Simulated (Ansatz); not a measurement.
Stretching the Ge1–S2 bond in GeS (multiplicity 1 held). Energies count from the point at 2.028 Å.


Restricted levels (R-, RO-) in cc, def2 and unpolarised 6-31G sets keep to the state of the molecule at rest. Unrestricted levels (U-) break spin symmetry where that is lower. Active spaces are followed from rest. Levels need not reach the same state.

Cores are frozen in the correlated methods. Filled d and f shells under p-block atoms count as core.

Run with Ansatz (a first-principles code) with Gaussian orbitals. Each number belongs to the level named beside it.

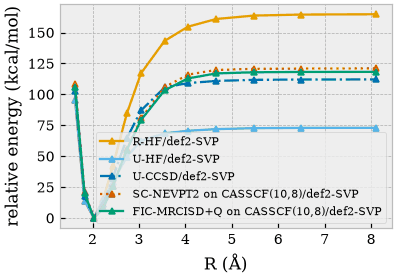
Relative energy along the coordinate

### Question
Read off the U-HF/def2-SVP curve at R = 5.477.

### Answer
about 73 kcal/mol

Doubts at one or more of the structures used: a restricted determinant that unrestricted orbitals would lower (R-HF/def2-SVP); a spin-contaminated determinant (U-HF/def2-SVP, U-CCSD/def2-SVP); T1 above 0.05 (U-CCSD/def2-SVP); the program's own flag: large difference (U-CCSD/def2-SVP).
